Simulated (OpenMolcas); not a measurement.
**Ag⁺: CASSCF and CASPT2 terms and fine-structure levels**

Aim: the low terms and levels of Ag⁺, with their order and spacing, then second-order correlation.

Method: state-averaged CASSCF and CASPT2, spin-orbit coupling by RASSI with atomic mean-field integrals. Code: OpenMolcas 26.06.

## (1) Starting point

```
Species                           : Ag⁺ (silver, Z = 47, 46 electrons)
Basis                             : ANO-RCC-VDZP [6s5p3d1f], 43 functions
Scalar Hamiltonian                : DKH2, point nucleus
Inactive shells                   : 1s 2s 2p 3s 3p 3d 4s 4p
Active space                      : 10 electrons in 6 orbitals (4d 5s)
Some configurations of this space : 4d⁸ 5s², 4d⁹ 5s, 4d¹⁰
Orbitals                          : optimised for each spin and parity, averaged over the low roots
```

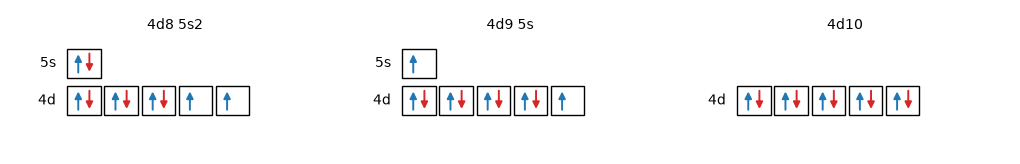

Occupation of the outer shells (arrows by Hund's rule).

The work runs as a chain of OpenMolcas steps in one folder; each step below is one input file. Labels, J, g values, rates, χT and fits are worked out afterwards by a script from the matrices that RASSI stores.

## (2) GATEWAY and SEWARD: basis and integrals

a.inp

```
&GATEWAY
Coord
1

Ag 0.0 0.0 0.0
Basis=ANO-RCC-VDZP
Group=XYZ
NoMove
AngMom=0.0 0.0 0.0
AMFI
&SEWARD
```

Started as:

```
OMP_NUM_THREADS=1 MOLCAS_MEM=1689 MOLCAS_PROJECT=a pymolcas a.inp > a.log
```

Output:

```text
Basis set label: AG.ANO-RCC...6S5P3D1F.

      Electronic valence basis set:
      ------------------
      Associated Effective Charge  47.000000 au
      Associated Actual Charge     47.000000 au
      Nuclear Model: Point charge

      Shell  nPrim  nBasis  Cartesian Spherical Contaminant
         s      21       6        X
         p      18       5        X
         d      13       3                 X
         f       6       1                 X
                  Relativistic Douglas-Kroll-Hess integrals:
                    - DKH order of Hamiltonian: 2
                    - DKH order of Properties : 0
                  Atomic mean-field integrals
```

## (3) CASSCF: triplets of even parity, 5 roots

a.inp

```
&RASSCF
FileOrb=start.orb
Symmetry=1
Spin=3
nActEl=10 0 0
Inactive=9 9
Ras2=6 0
CIRoot=5 5 1
SDav=15
CIMx=300
Iter=120 100
PrWF=0.3
OrbListing=Nothing
MaxOrb=0
Atom
>>> COPY $Project.JobIph JOB001
```

Started as:

```
OMP_NUM_THREADS=1 MOLCAS_MEM=1689 MOLCAS_PROJECT=a pymolcas a.inp > a.log
```

start.orb holds the contracted functions of the basis, ordered by shell, or the orbitals of the step before.

Output, shortened:

```text
[...]
      Number of active orbitals                  6
[...]
      Spin quantum number                      1.0
[...]
      Active orbitals                            6   0
[...]
      Number of CSFs                            15
      Number of root(s) required                 5
[...]
      Convergence after  8 iterations
[...]
      Natural orbitals and occupation numbers for root  1
      sym 1:   2.000000   2.000000   1.000000   2.000000   2.000000   1.000000
      Natural orbitals and occupation numbers for root  2
      sym 1:   2.000000   2.000000   2.000000   1.000000   2.000000   1.000000
      Natural orbitals and occupation numbers for root  3
      sym 1:   2.000000   2.000000   2.000000   2.000000   1.000000   1.000000
::    RASSCF root number  1 Total energy:  -5311.47001757
::    RASSCF root number  2 Total energy:  -5311.47001757
::    RASSCF root number  3 Total energy:  -5311.47001757
::    RASSCF root number  4 Total energy:  -5311.47001757
::    RASSCF root number  5 Total energy:  -5311.47001757
```

## (4) Reference wave functions, singlets of even parity, 6 roots

a.inp

```
&RASSCF
FileOrb=start.orb
Symmetry=1
Spin=1
nActEl=10 0 0
Inactive=9 9
Ras2=6 0
CIRoot=6 6 1
SDav=21
CIMx=300
Iter=120 100
PrWF=0.3
OrbListing=Nothing
MaxOrb=0
Atom
>>> COPY $Project.JobIph JOB002
```

Output, shortened:

```text
[...]
      Number of active orbitals                  6
[...]
      Spin quantum number                      0.0
[...]
      Active orbitals                            6   0
[...]
      Number of CSFs                            21
      Number of root(s) required                 6
[...]
      Convergence after  7 iterations
[...]
      Natural orbitals and occupation numbers for root  1
      sym 1:   1.999454   1.999454   1.999454   1.999454   1.999454   0.002732
      Natural orbitals and occupation numbers for root  2
      sym 1:   0.996459   1.998887   1.999978   1.998779   1.999998   1.005900
      Natural orbitals and occupation numbers for root  3
      sym 1:   1.999840   1.998502   0.968994   1.999321   1.998928   1.034415
::    RASSCF root number  1 Total energy:  -5311.61868504
::    RASSCF root number  2 Total energy:  -5311.44634412
::    RASSCF root number  3 Total energy:  -5311.44634412
::    RASSCF root number  4 Total energy:  -5311.44634412
::    RASSCF root number  5 Total energy:  -5311.44634412
::    RASSCF root number  6 Total energy:  -5311.44634412
```

## (5) RASSI: spin-orbit coupling between the states

a.inp

```
&RASSI
NrOfJobIphs=2 5 6
1 2 3 4 5
1 2 3 4 5 6
IphNames
JOB001
JOB002
EJob
SpinOrbit
DIPRint=1.0
SOCoupling=1000.0
Subsets=2
MEES
Property=10
'ANGMOM' 1 'ANGMOM' 2 'ANGMOM' 3 'MLTPL  1' 1 'MLTPL  1' 2 'MLTPL  1' 3
'AMFI' 1 'AMFI' 2 'AMFI' 3 'MLTPL  2' 6
SOProperty=3
'ANGMOM' 1 'ANGMOM' 2 'ANGMOM' 3
```

Output:

```text
SPIN-FREE ENERGIES:
  (Shifted by EMIN (a.u.) =      -5311.6186850402)

 SF State       Relative EMIN(au)   Rel lowest level(eV)    D:o, cm**(-1)      L_eff

     6             0.0000000000        0.0000000000              0.0000         0.0
     2             0.1486674726        4.0454480189          32628.7387         2.0
     3             0.1486674726        4.0454480189          32628.7387         2.0
     4             0.1486674726        4.0454480189          32628.7387         2.0
     5             0.1486674726        4.0454480189          32628.7387         2.0
     1             0.1486674726        4.0454480189          32628.7387         2.0
     7             0.1723409188        4.6896353077          37824.4596         2.0
     8             0.1723409188        4.6896353077          37824.4596         2.0
     9             0.1723409188        4.6896353077          37824.4596         2.0
    10             0.1723409188        4.6896353077          37824.4596         2.0
    11             0.1723409188        4.6896353077          37824.4596         2.0
     Dipole printing threshold changed to   1.00000000E+00
Eigenvalues of complex Hamiltonian:
   -----------------------------------
  (Shifted by EMIN (a.u.) =      -5311.6186850402)

 SO State       Relative EMIN(au)   Rel lowest level(eV)    D:o, cm**(-1)     J-value

     1             0.0000000000        0.0000000000              0.0000         0.0
     2             0.1404827560        3.8227305339          30832.4011         2.5
     3             0.1404827560        3.8227305339          30832.4011         1.9
     4             0.1404827560        3.8227305339          30832.4011         2.4
     5             0.1404827560        3.8227305339          30832.4011         1.9
     6             0.1404827560        3.8227305339          30832.4011         2.9
     7             0.1404827560        3.8227305339          30832.4011         2.5
     8             0.1404827560        3.8227305339          30832.4011         2.3
     9             0.1485998919        4.0436090539          32613.9065         1.8
    10             0.1485998919        4.0436090539          32613.9065         1.1
    11             0.1485998919        4.0436090539          32613.9065         1.0
    12             0.1485998919        4.0436090539          32613.9065         1.8
    13             0.1485998919        4.0436090539          32613.9065         2.0
    14             0.1609445475        4.3795242463          35323.2452         0.7
    15             0.1609445475        4.3795242463          35323.2452         0.6
    16             0.1609445475        4.3795242463          35323.2452         0.9
    17             0.1765008578        4.8028330152          38737.4607         1.7
    18             0.1765008578        4.8028330152          38737.4607         1.1
    19             0.1765008578        4.8028330152          38737.4607         1.8
    20             0.1765008578        4.8028330152          38737.4607         2.0
    21             0.1765008578        4.8028330152          38737.4607         1.1
Weights of the five most important spin-orbit-free states for each spin-orbit state.

 SO State  Total energy (au)           Spin-free states, spin, and weights
 -------------------------------------------------------------------------------------------------------
    1         0.000000       6 0.0  1.0000   11 0.0  0.0000   10 0.0  0.0000    9 0.0  0.0000    8 0.0  0.0000
    2         0.140483       3 1.0  0.2866    1 1.0  0.2791    2 1.0  0.1808    4 1.0  0.1601    5 1.0  0.0934
    3         0.140483       5 1.0  0.5430    3 1.0  0.2417    1 1.0  0.1204    2 1.0  0.0678    4 1.0  0.0271
    4         0.140483       2 1.0  0.3047    1 1.0  0.2449    3 1.0  0.2057    5 1.0  0.1254    4 1.0  0.1193
    5         0.140483       3 1.0  0.2886    4 1.0  0.2805    5 1.0  0.2755    2 1.0  0.1005    1 1.0  0.0548
    6         0.140483       4 1.0  0.4719    2 1.0  0.2226    1 1.0  0.1928    5 1.0  0.0956    3 1.0  0.0172
    7         0.140483       2 1.0  0.3409    4 1.0  0.2403    3 1.0  0.1707    5 1.0  0.1423    1 1.0  0.1058
    8         0.140483       1 1.0  0.4023    3 1.0  0.1895    2 1.0  0.1827    5 1.0  0.1248    4 1.0  0.1007
    9         0.148600       5 1.0  0.3663    4 1.0  0.2032    9 0.0  0.1379    3 1.0  0.1307    2 1.0  0.0822
   10         0.148600       3 1.0  0.5535    2 1.0  0.1443    1 1.0  0.1353    7 0.0  0.1037   11 0.0  0.0419
   11         0.148600       5 1.0  0.4654    2 1.0  0.1422    1 1.0  0.1356   10 0.0  0.1252    4 1.0  0.1049
   12         0.148600       4 1.0  0.5053    3 1.0  0.1596    1 1.0  0.1058    2 1.0  0.0630   11 0.0  0.0560
```

These steps: 10 s of run time, 1 thread of Arm Neoverse V1, shared host.

The roots that group into whole terms:

```
configuration  term  E (eV)
         4d¹⁰    ¹S  0.0000
       4d⁹ 5s    ³D  4.0454
       4d⁹ 5s    ¹D  4.6896
```

Levels with spin-orbit coupling, from the RASSI matrices grouped by J:

```tsv
Configuration	Term	J	E (eV)	Leading %	Second
4d¹⁰	¹S	0	0.0000	100	
4d⁹ 5s	³D	3	3.8227	100	
4d⁹ 5s	³D	2	4.0436	85	15 ¹D
4d⁹ 5s	³D	1	4.3795	100	
4d⁹ 5s	¹D	2	4.8028	85	15 ³D
```

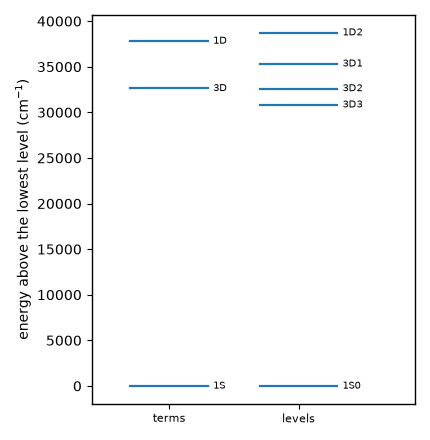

Terms (left) and the levels that spin-orbit coupling splits them into (right).

Orbitals of the lowest block:

```
shell     space  energy (hartree)  mean occupation  ⟨r²⟩ (bohr²)
   1s  inactive         -942.4467            2.000       0.00127
   2s  inactive         -142.3376            2.000        0.0213
   2p  inactive         -127.5622            6.000        0.0169
   3s  inactive          -27.8397            2.000         0.154
   3p  inactive          -22.8466            6.000         0.155
   3d  inactive          -14.9527           10.000         0.142
   4s  inactive           -4.7478            2.000         0.956
   4p  inactive           -3.2095            6.000          1.15
   4d      RAS2                              9.164          2.20
   5s      RAS2                              0.836          9.90
```

## (6) CASPT2: IPEA 0.25, imaginary shift 0.1 (closed shells correlated: 4s 4p)

a.inp

```
>>> COPY JOB001 $Project.JobIph
&CASPT2
Multistate=5 1 2 3 4 5
Frozen=8 6
IPEA=0.25
Imaginary=0.1
MaxIter=60
WThr=0.0 0.3 0.05
PrWF=0.5
NoMix
>>> COPY JOB002 $Project.JobIph
&CASPT2
Multistate=6 1 2 3 4 5 6
Frozen=8 6
IPEA=0.25
Imaginary=0.1
MaxIter=60
WThr=0.0 0.3 0.05
PrWF=0.5
NoMix
```

Output:

```text
Orbital specifications:
      -----------------------

      Symmetry species                           1   2
                                                ag  au
      Frozen orbitals                            8   6
      Inactive orbitals                          1   3
      Active orbitals                            6   0
      Secondary orbitals                         6  13
      Deleted orbitals                           0   0
      Number of basis functions                 21  22
Type of calculation                        MS-CASPT2
      Fock operator                              state-specific
      IPEA shift                                 0.25
      Real shift                                 0.00
      Imaginary shift                            0.10
      The input orbitals will be transformed to quasi-canonical
Reference energy:       -5311.4700175676
      E2 (Non-variational):      -0.3715492836
      Shift correction:          -0.0001683298
      E2 (Variational):          -0.3717176134
      Total energy:           -5311.8417351811
      Residual norm:              0.0000007274
      Reference weight:           0.93130
      Contributions to the CASPT2 correlation energy
      Active & Virtual Only:         -0.2212965278
      One Inactive Excited:          -0.1132755450
      Two Inactive Excited:          -0.0369772107
Reference energy:       -5311.4700175676
      E2 (Non-variational):      -0.3715493900
      Shift correction:          -0.0001682957
      E2 (Variational):          -0.3717176857
      Total energy:           -5311.8417352533
      Residual norm:              0.0000007205
      Reference weight:           0.93130
      Contributions to the CASPT2 correlation energy
      Active & Virtual Only:         -0.2212967514
      One Inactive Excited:          -0.1132754139
      Two Inactive Excited:          -0.0369772247
::    CASPT2 Root  1     Total energy:  -5311.84173518
::    CASPT2 Root  2     Total energy:  -5311.84173525
::    CASPT2 Root  3     Total energy:  -5311.84173579
::    CASPT2 Root  4     Total energy:  -5311.84173495
::    CASPT2 Root  5     Total energy:  -5311.84173758
::    MS-CASPT2 Root  1     Total energy:  -5311.84173775
::    MS-CASPT2 Root  2     Total energy:  -5311.84173597
::    MS-CASPT2 Root  3     Total energy:  -5311.84173529
::    MS-CASPT2 Root  4     Total energy:  -5311.84173515
::    MS-CASPT2 Root  5     Total energy:  -5311.84173459
Orbital specifications:
      -----------------------

      Symmetry species                           1   2
                                                ag  au
      Frozen orbitals                            8   6
      Inactive orbitals                          1   3
      Active orbitals                            6   0
      Secondary orbitals                         6  13
      Deleted orbitals                           0   0
      Number of basis functions                 21  22
Type of calculation                        MS-CASPT2
      Fock operator                              state-specific
      IPEA shift                                 0.25
      Real shift                                 0.00
      Imaginary shift                            0.10
      The input orbitals will be transformed to quasi-canonical
Reference energy:       -5311.6186850402
      E2 (Non-variational):      -0.4147274491
      Shift correction:          -0.0002226574
      E2 (Variational):          -0.4149501065
      Total energy:           -5312.0336351467
      Residual norm:              0.0000007297
      Reference weight:           0.92150
      Contributions to the CASPT2 correlation energy
      Active & Virtual Only:         -0.2770872891
      One Inactive Excited:          -0.1040286654
      Two Inactive Excited:          -0.0336114945
Reference energy:       -5311.4463441214
      E2 (Non-variational):      -0.3779800788
      Shift correction:          -0.0001858224
      E2 (Variational):          -0.3781659012
      Total energy:           -5311.8245100226
      Residual norm:              0.0000000342
      Reference weight:           0.92887
      Contributions to the CASPT2 correlation energy
      Active & Virtual Only:         -0.2272324180
      One Inactive Excited:          -0.1133880093
      Two Inactive Excited:          -0.0373596516
::    CASPT2 Root  1     Total energy:  -5312.03363515
::    CASPT2 Root  2     Total energy:  -5311.82451002
::    CASPT2 Root  3     Total energy:  -5311.82452227
::    CASPT2 Root  4     Total energy:  -5311.82450646
::    CASPT2 Root  5     Total energy:  -5311.82450229
::    CASPT2 Root  6     Total energy:  -5311.82452500
::    MS-CASPT2 Root  1     Total energy:  -5312.03363543
::    MS-CASPT2 Root  2     Total energy:  -5311.82457622
::    MS-CASPT2 Root  3     Total energy:  -5311.82455645
::    MS-CASPT2 Root  4     Total energy:  -5311.82454331
::    MS-CASPT2 Root  5     Total energy:  -5311.82445800
::    MS-CASPT2 Root  6     Total energy:  -5311.82443178
```

This run took 1.5 s in all on 1 thread of Arm Neoverse V1, shared host.

SS-CASPT2: lowest energy less the reference's lowest, -0.4150 hartree; reference weights 0.921 to 0.931. These are the single-state energies of the run (the lines without MS-).

Levels with spin-orbit coupling, from the RASSI matrix with the averaged CASPT2 term energies on its diagonal:

```tsv
Configuration	Term	J	E (eV)	g	Leading %	Second
4d¹⁰	¹S	0	0.0000		100	
4d⁹ 5s	³D	3	4.999	1.334	100	
4d⁹ 5s	³D	2	5.188	1.130	78	22 ¹D
4d⁹ 5s	³D	1	5.556	0.499	100	
4d⁹ 5s	¹D	2	5.836	1.037	78	22 ³D
```

Transitions at SS-CASPT2 energies (vacuum wavelengths; branching counts decays inside the model space alone):

```
     upper       lower  type  λ (nm)   A (s-1)  branching %
4d⁹ 5s ¹D₂    4d¹⁰ ¹S₀    E2   212.4  6.94e+01         97.3
4d⁹ 5s ³D₂    4d¹⁰ ¹S₀    E2     239  1.11e+01         99.4
4d⁹ 5s ¹D₂  4d⁹ 5s ³D₃    M1    1482  1.75e+00          2.4
4d⁹ 5s ¹D₂  4d⁹ 5s ³D₃    E2    1482  1.90e-04          0.0
4d⁹ 5s ¹D₂  4d⁹ 5s ³D₂    M1    1913  1.12e-01          0.2
4d⁹ 5s ¹D₂  4d⁹ 5s ³D₂    E2    1913  1.17e-05          0.0
4d⁹ 5s ³D₁  4d⁹ 5s ³D₃    E2    2227  1.84e-05          0.0
4d⁹ 5s ³D₁  4d⁹ 5s ³D₂    M1    3368  8.26e-01        100.0
4d⁹ 5s ³D₁  4d⁹ 5s ³D₂    E2    3368  1.58e-05          0.0
4d⁹ 5s ¹D₂  4d⁹ 5s ³D₁    M1    4428  6.31e-02          0.1
4d⁹ 5s ³D₂  4d⁹ 5s ³D₃    M1    6573  6.91e-02          0.6
```

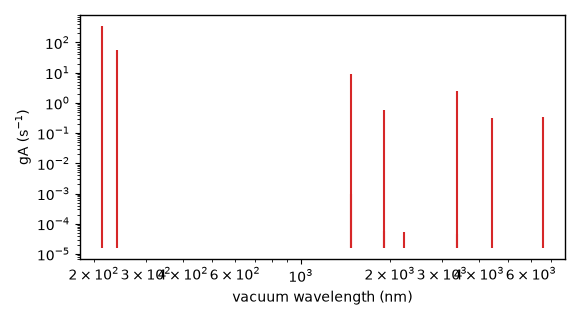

The lines as sticks of height gA, A times the degeneracy of the upper level: electric dipole blue, forbidden lines red.

## (7) Levels by method

A. CASSCF
B. SS-CASPT2, IPEA 0.25, imaginary shift 0.1 (closed shells correlated: 4s 4p)

Energies in eV above each method's lowest level; measured values from NIST Handbook of Basic Atomic Spectroscopic Data.

```
     level       A       B  measured
  4d¹⁰ ¹S₀  0.0000  0.0000    0.0000
4d⁹ 5s ³D₃  3.8227   4.999    4.8562
4d⁹ 5s ³D₂  4.0436   5.188    5.0518
4d⁹ 5s ³D₁  4.3795   5.556    5.4234
4d⁹ 5s ¹D₂  4.8028   5.836    5.7094
```

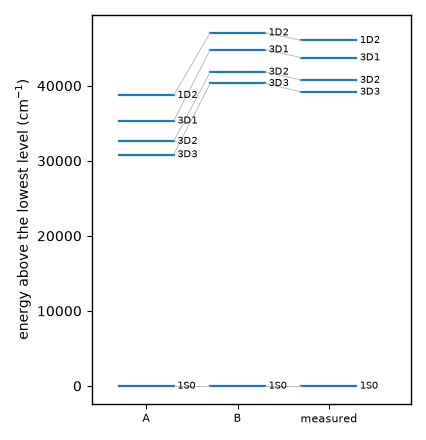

The same levels, method by method, beside the measured ones.

Mean absolute deviation from the 4 measured excited levels that all methods hold: A 8000 cm⁻¹, B 1100 cm⁻¹.

## (8) Summary of results

```
                                                                                      quantity                                                                        value
                                                                                        method  SS-CASPT2, IPEA 0.25, imaginary shift 0.1 (closed shells correlated: 4s 4p)
                                                                                  lowest level                                                 4d¹⁰ ¹S₀, 100 % of that term
                                                                   ground level listed by NIST                                                                          1S0
                                                                           first excited level                                                       4d⁹ 5s ³D₃ at 4.999 eV
strongest of the lines computed, by gA (one parity, so forbidden lines), at SS-CASPT2 energies                            4d⁹ 5s ¹D₂ → 4d¹⁰ ¹S₀, 212.4 nm, A = 6.94e+01 s⁻¹
```

What each method costs and misses:

```
                                              method  time of its own steps  time with the reference  mean absolute difference from the measured levels (cm-1)
                                           A. CASSCF                   10 s                     10 s                                                      8000
B. SS-CASPT2, IPEA 0.25, imaginary shift 0.1, +4s 4p                  1.5 s                     12 s                                                      1100
```

Times are of one thread on a shared host.

In words: Method B lies closest to the measured levels (1100 cm⁻¹ on average) and A farthest (8000). Only the configurations of the active space and the roots asked for are present. Not all states of the active space went into the spin-orbit step. Configurations with different d counts are hard to place against each other, and can be off by thousands to tens of thousands of cm-1. Only valence configurations of the active space appear, up to the ionisation limit; * or ° marks odd parity.
